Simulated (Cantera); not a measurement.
A closed system holds: 1 mol C, 1 mol NH₃, 2.4 mol N₂, equilibrated at 1 atm.

Method: chemical equilibrium by Gibbs-energy minimisation in Cantera with the NASA 1993 tables (ideal gas, pure condensed phases). Candidate condensed phases: C, C₆H₆, C₇H₈, C₈H₁₈; 92 gas species. Rates play no part.

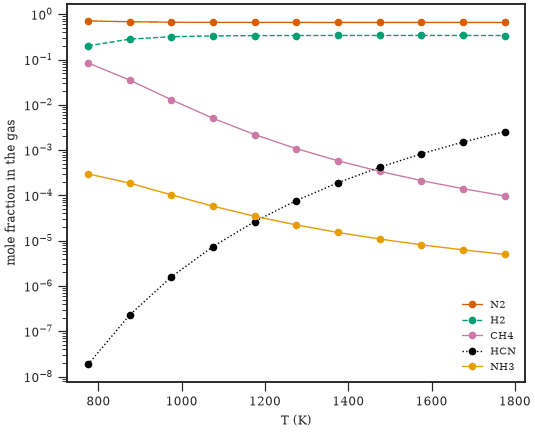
Figure. Equilibrium gas composition (values under 1e-9 drawn at 1e-9)

From 775 K to 1775 K the condensed part is C(graphite). The main C-bearing gas is CH₄ at 775 K and HCN at 1775 K.
